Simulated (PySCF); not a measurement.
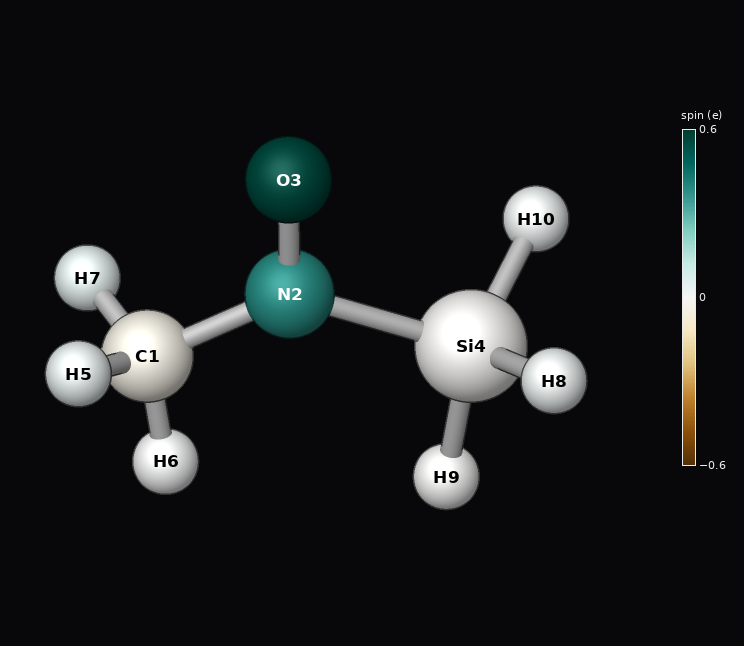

Atoms are coloured by their Mulliken spin populations. Charge 0, doublet. The computed structure is the end point of a GFN2-xTB optimisation. No frequency run is at hand to confirm it as a minimum. Level of theory: UKS B3LYP, pcH-1 on C H N O Si, non-relativistic (PySCF 2.14.0).

Q: Which atom carries the largest spin population?

A: O3 (0.56 e).

Q: Which atom has the lowest spin population?

A: C1 (−0.04 e); a negative value comes from spin polarisation.

Give the Mulliken spin populations atom by atom.

| atom | value (e) |
| --- | --- |
| C1 | −0.04 |
| N2 | 0.39 |
| O3 | 0.56 |
| Si4 | 0.00 |
| H5 | 0.02 |
| H6 | 0.00 |
| H7 | 0.03 |
| H8 | 0.02 |
| H9 | 0.00 |
| H10 | 0.02 |

Mulliken values depend strongly on the basis set. The geometry is semi-empirical. Around Si such bond lengths and angles can be off by a tenth of an ångström or more and by several degrees, and values that hang on the shape move with them.
